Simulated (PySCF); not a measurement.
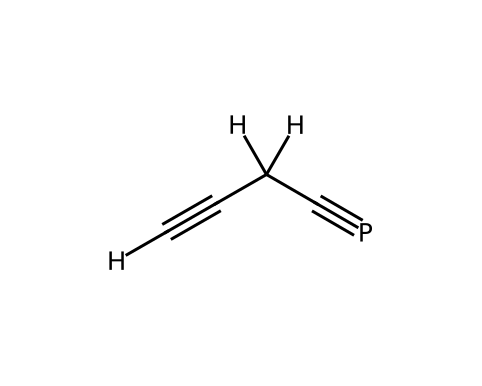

Computed geometry: GFN2-xTB optimisation. No frequency run is at hand to confirm it as a minimum. Level of theory: PBE0/pcSseg-1, gas phase (PySCF 2.14.0).

**Give the dipole moment at this level.**

1.11 D.

**What is the LUMO energy (Kohn–Sham orbital)?**

−1.25 eV.

**Give the HOMO energy (Kohn–Sham orbital) at this level.**

−7.65 eV.

The geometry is semi-empirical. Around P such bond lengths and angles can be off by a tenth of an ångström or more and by several degrees, and values that hang on the shape move with them.
